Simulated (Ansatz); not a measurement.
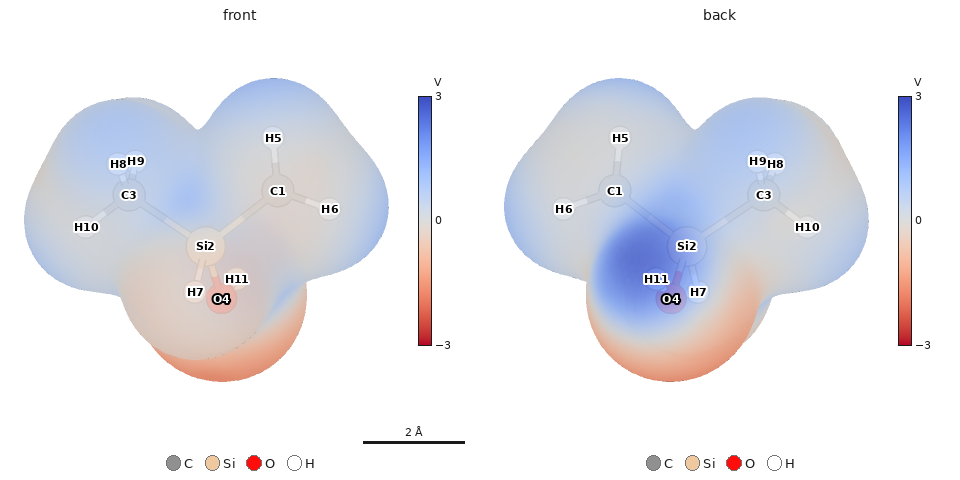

C2H7OSi (doublet). The electrostatic potential painted on the density surface at 0.002 e/bohr³, seen from the front and from behind; the colour scale runs from red (negative) to blue (positive).

Geometry: PBE0-D4/def2-TZVP.

The calculation used UKS PBE0-D4/def2-TZVPP (Ansatz 0.2.0).

```xyz
11

C    -1.2255    1.1264    0.3935
Si   -0.1242    0.0252   -0.5938
C     1.4120   -0.3645    0.3884
O    -0.9303   -1.3388   -1.0696
H    -0.8967    1.6539    1.2846
H    -2.2524    1.3341    0.1051
H     0.2468    0.6760   -1.8789
H     1.9604    0.5529    0.6209
H     1.1701   -0.8582    1.3335
H     2.0765   -1.0209   -0.1781
H    -1.3715   -1.8432   -0.3850
```

> Describe the electrostatic potential map.

The most negative region (about −1.5 V) lies over O4, the most positive (about +2.5 V) over H11. O4 is the likeliest acceptor of a hydrogen bond.
